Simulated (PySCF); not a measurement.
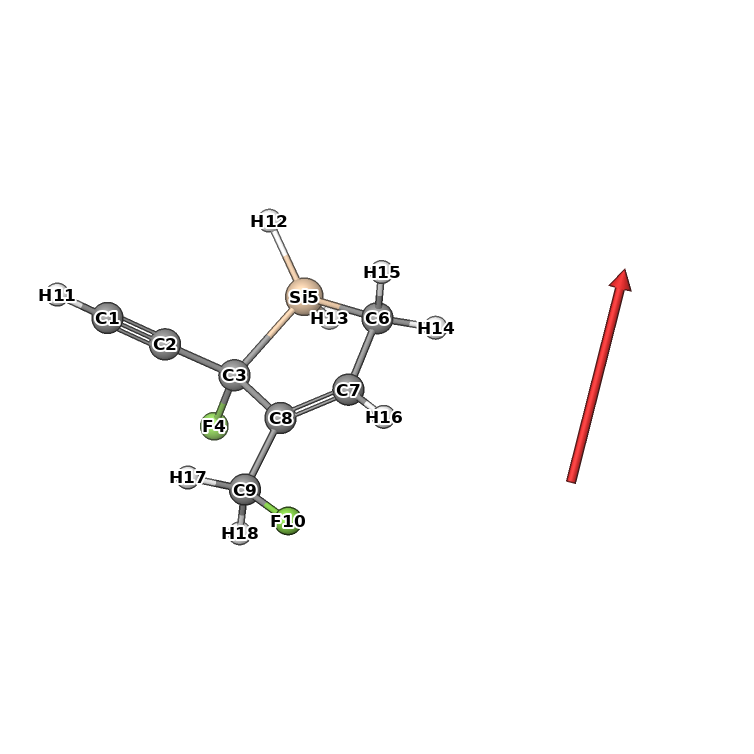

The arrow beside the molecule shows the direction of the dipole moment, from the negative to the positive end (its length means nothing). The geometry was computed by an optimisation with GFN2-xTB. No frequency run is at hand to confirm it as a minimum. Level of theory: PBE0/pcSseg-1, gas phase (PySCF 2.14.0).

> Estimate the dipole moment.

2.31 D; it points from the side of H18 to the side of H12 (the outermost atoms at the two ends).

The geometry is semi-empirical. Around Si such bond lengths and angles can be off by a tenth of an ångström or more and by several degrees, and values that hang on the shape move with them.
